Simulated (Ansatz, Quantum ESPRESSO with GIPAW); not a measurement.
# KCdCO3F: NMR parameters from first principles, part 2 of 2

The task is to compute NMR shifts of KCdCO3F site by site and to simulate its spectra.

Quantum ESPRESSO with GIPAW; PBE.

So far. Step 3 (Magnetic response): An axis of order three or more runs through Cd, K, F and C, so two principal values coincide and the skew is ±1. In this run the largest span among the lighter atoms is that of O (site symmetry m), with principal values -40.1, 104.8 and 120.5 ppm. On O the middle shielded direction lies along its short bond to C.

**4. Electric field gradients**

Level of this step: DFT, PBE, plane-wave PAW, default files, scalar-relativistic, field gradients (Ansatz).

17O and 39K have a quadrupole moment, which couples to the field gradient and broadens the lines. The gradient is a property of the ground-state density and needs no response; it is taken from a second code that counts the whole PAW charge. C_Q = eQV_zz/h, with Q = -0.02558 barn for 17O, 0.0603 barn for 39K.

This step: DFT, PBE, plane-wave PAW, default files (PAW set soft_2), scalar-relativistic, field gradients (Ansatz 0.2.0), on the same atoms.

input.yaml reads:

```yaml
crystal:
  lattice:
    - [5.1349, 0.0, 0.0]
    - [-2.56745, 4.4469538459, 0.0]
    - [0.0, 0.0, 8.846]
  atoms:
    - { symbol: Cd, position: [0.0, 0.0, 0.75] }
    - { symbol: Cd, position: [0.0, 0.0, 0.25] }
    - { symbol: K, position: [0.66666667, 0.33333333, 0.0] }
    - { symbol: K, position: [0.66666667, 0.33333333, 0.5] }
    - { symbol: F, position: [0.0, 0.0, 0.0] }
    - { symbol: F, position: [0.0, 0.0, 0.5] }
    - { symbol: O, position: [0.5351712162, 0.9496388714, 0.75] }
    - { symbol: O, position: [0.4144676552, 0.4648287838, 0.75] }
    - { symbol: O, position: [0.0503611286, 0.5855323448, 0.75] }
    - { symbol: O, position: [0.0503611286, 0.4648287838, 0.25] }
    - { symbol: O, position: [0.5351712162, 0.5855323448, 0.25] }
    - { symbol: O, position: [0.4144676552, 0.9496388714, 0.25] }
    - { symbol: C, position: [0.33333333, 0.66666667, 0.75] }
    - { symbol: C, position: [0.33333333, 0.66666667, 0.25] }
kpoints:
  mp_grid: { grid: [6, 6, 3] }
scf:
  occupations: { method: fixed }
hamiltonian:
  xc: pbe
  pseudopotentials: { kind: paw, frozen_core: stored }
output:
  forces: false
  stress: false
  efg: { quadrupole_moments_barn: { K: 0.0603, O: -0.02558 } }
```

Launch:

```console
$ ansatz run input.yaml --threads 8 --pin off --max-ram 16384MiB --backend cpu --events-out ev --progress --plain --runs-dir out
```

The program printed:

```text
[... set-up, SCF cycles and energies left out ...]
--- PAW observables at the nuclei: V_zz in 10²¹ V/m², potentials from the cell's mean, atoms counted from 1 ---
  atom   1  Cd V_zz =    -0.769578   η = 0.0000   by run symmetry: allowed
  atom   2  Cd V_zz =    -0.769578   η = 0.0000   by run symmetry: allowed
  atom   3  K  V_zz =    -2.081346   η = 0.0000   by run symmetry: allowed   C_q = -3.0347 MHz
  atom   4  K  V_zz =    -2.081346   η = 0.0000   by run symmetry: allowed   C_q = -3.0347 MHz
  atom   5  F  V_zz =    +9.193668   η = 0.0000   by run symmetry: allowed
  atom   6  F  V_zz =    +9.193668   η = 0.0000   by run symmetry: allowed
  atom   7  O  V_zz =   +11.558976   η = 0.5157   by run symmetry: allowed   C_q = -7.1495 MHz
  atom   8  O  V_zz =   +11.558976   η = 0.5157   by run symmetry: allowed   C_q = -7.1495 MHz
  atom   9  O  V_zz =   +11.558976   η = 0.5157   by run symmetry: allowed   C_q = -7.1495 MHz
  atom  10  O  V_zz =   +11.558976   η = 0.5157   by run symmetry: allowed   C_q = -7.1495 MHz
  atom  11  O  V_zz =   +11.558976   η = 0.5157   by run symmetry: allowed   C_q = -7.1495 MHz
  atom  12  O  V_zz =   +11.558976   η = 0.5157   by run symmetry: allowed   C_q = -7.1495 MHz
  atom  13  C  V_zz =    +2.532721   η = 0.0000   by run symmetry: allowed
  atom  14  C  V_zz =    +2.532721   η = 0.0000   by run symmetry: allowed
[the lines on potentials at the nuclei are left out]
```

Wall time 1.1 s (8 threads of Intel Xeon 6975P-C (Granite Rapids), shared host); peak memory 0.9 GiB; 6.2 s of CPU time.

Among nuclei of half-integer spin the second-order effect is largest for 39K on K (spin 3/2, C_Q -3.03 MHz): at 9.4 T it moves the centre of gravity of the MAS line by -658 ppm from δ_iso, and by a quarter of that at twice the field, by δ_Q = −(3/40)(C_Q/ν0)²(1 + η²/3)[I(I+1) − 3/4]/[I²(2I−1)²] × 10⁶ ppm with ν0 = 18.7 MHz.

**5. From shieldings to shifts**

Spectra are read against a reference compound, and shifts rise as shieldings fall. A slope other than one corrects for the functional's tendency to overstate or understate differences of shielding.

Shifts follow from reference lines fitted to measured solids with this functional and these files. 19F: δ = (115.5 − σ) / 1.179, zero at CFCl3, fitted to 7 measured values, from BaF2, CdF2, KF, LiF, MgF2, NaF and ZnF2, with a scatter of 6.5 ppm r.m.s. (CaF2 fall off this line, as semilocal functionals put their cations' empty d or f shells too low, and are left out), on σ without the shape term; 13C: δ = (172.7 − σ) / 1.041, zero at TMS, fitted to 5 measured values, from C, C3H4O4 and SiC, with a scatter of 1.3 ppm r.m.s., with σ taken with the shape term of a sphere (8.5 ppm here). Kinds of site that fitted badly were split off after the misses were seen, so the scatter is that of the points kept.

Covalently bonded atoms count as neighbours within 1.18 times the sum of their radii. Otherwise a cation's neighbours lie within 1.2 times its shortest bond (1.3 for large cations, each anion's radius taken off where they differ), and an anion's are the cations that count it.

| site | atom no. | atoms in cell | surroundings | bonds (Å) | δ_iso (ppm) | C_Q (MHz) | η_Q |
| --- | --- | --- | --- | --- | --- | --- | --- |
| Cd | 1 | 2 | CdF2O3 | 2.21 to 2.27 | - | - | - |
| K | 3 | 2 | KF3O6 | 2.81 to 2.96 | - | -3.03 | 0.00 |
| F | 5 | 2 | bound to Cd2K3 | 2.21 to 2.96 | -211.5 | - | - |
| O | 7 | 6 | bound to CCdK2 | 1.30 to 2.81 | - | -7.15 | 0.52 |
| C | 13 | 2 | CO3 | 1.296 | 169.5 | - | - |

Simulated spectrum, 19F MAS at 62.5 kHz, 11.7 T (468.9 MHz), lines broadened by 2 ppm; rigid lattice, with dipolar and J couplings left out: a single narrow line at -211.5 ppm.

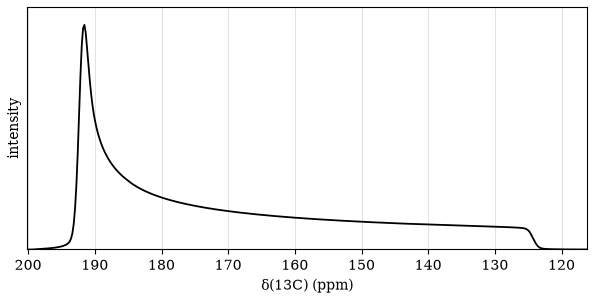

Simulated spectrum: 13C static powder, 9.4 T (100.7 MHz), lines broadened by 1.4 ppm; rigid lattice, with dipolar and J couplings left out. Most prominent maxima (ppm: height): 191.6: 1.00.

**6. Cost against result**

Each row names what was changed: another mesh tests the sampling of the zone; another file of one element tests how much hangs on the way the file is built.

Changes of σ_iso (ppm) against the run above (PBE, cutoffs 55 and 640 Ry, mesh 6×6×3, 77 min). Times are CPU times of pw.x and gipaw.x together, on 8 MPI ranks of Intel Xeon 6975P-C (Granite Rapids), shared host; on a shared host they are rough.

| run | CPU time | f-sum miss | Cd | K | F | O | C |
| --- | --- | --- | --- | --- | --- | --- | --- |
| mesh 8×8×4 | 2.6 h | 0.0095 | +0.0 | +0.0 | +0.0 | -0.0 | -0.0 |
| file O.pbe-nl-kjpaw | 59 min | 0.0097 | +0.1 | -0.0 | +0.0 | -0.6 | -0.3 |

The largest move is -0.6 ppm, on O, from file O.pbe-nl-kjpaw.

**7. Outcome**

| Quantity | Value |
| --- | --- |
| 19F shift | -211.5 ppm |
| 13C shift | 169.5 ppm |
| 17O shielding without shape term | 61.8 ppm |
| 17O size of C_Q | 7.15 MHz |
| 39K shielding without shape term | 1203.7 ppm |
| 39K size of C_Q | 3.03 MHz |
| 113Cd shielding without shape term | 3833 ppm |

What this shows: 19F has one site (bound to Cd2K3), with isotropic shift -211.5 ppm. 13C has one site (CO3), with isotropic shift 169.5 ppm. Going to mesh 8×8×4 changes no isotropic shielding by more than 0.0034 ppm, so the main run is converged in that respect. A higher cutoff was not carried through on these files. The scalar-relativistic files are used with non-relativistic response operators, which weighs most on the heavy atoms' own shieldings. In PBE checks against another PAW code, field gradients made this way came out (cores as stored) 4 to 9 % larger on O (three silicas and corundum) and 6 % smaller on Al (corundum alone). This build of gipaw.x prints that it is not audited and that its numbers are no references by themselves. It also reports spline_ps as false although the input sets it; why was not traced. Without spin-orbit coupling, gradients at and beside the heavy atoms are unsure. The sphere term behind these shifts is unreliable in hexagonal and trigonal cells, by up to a few ppm.

[Banner, clock, file and message-heading lines were taken out of the pw.x and gipaw.x logs.]

[Logs are printed without paths, hosts, clocks, repeated set-up lines and the standing remarks that a program may print on its own settings, such as how far it seeks lower states.]

[Hosts, paths, dates, database ids (printed as entryN), source tags and the programs' standing remarks are cut or masked in the printed files.]

[Where no reference line passes its bar on scatter, no shift is given, so a measured shift of this compound may stand uncompared.]
